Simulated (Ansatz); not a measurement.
The starting structures come from a database of crystals and need not be the phases stable at ambient conditions.

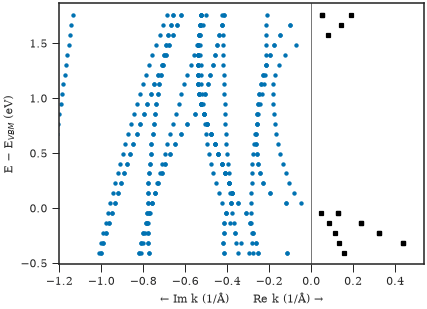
Figure. Complex bands at the centre of the two-dimensional zone; r2SCAN run with Ansatz (an electronic-structure program)

The gap is the functional's own. No spin-orbit coupling. Mid-gap values are interpolated on the energy grid.

Q: This is Mg(ScSe2)2 (Fd-3m, spinel, not sure to be the ambient phase, 14 atoms a cell, 25.0 Å³ an atom) along the normal of (111). Read off the slowest decay at the centre of the two-dimensional zone at 0.77 eV, the computed energy nearest the middle of the gap.

A: κ ≈ 0.17 1/Å, a decay length 1/(2κ) of the density of 2.9 Å.
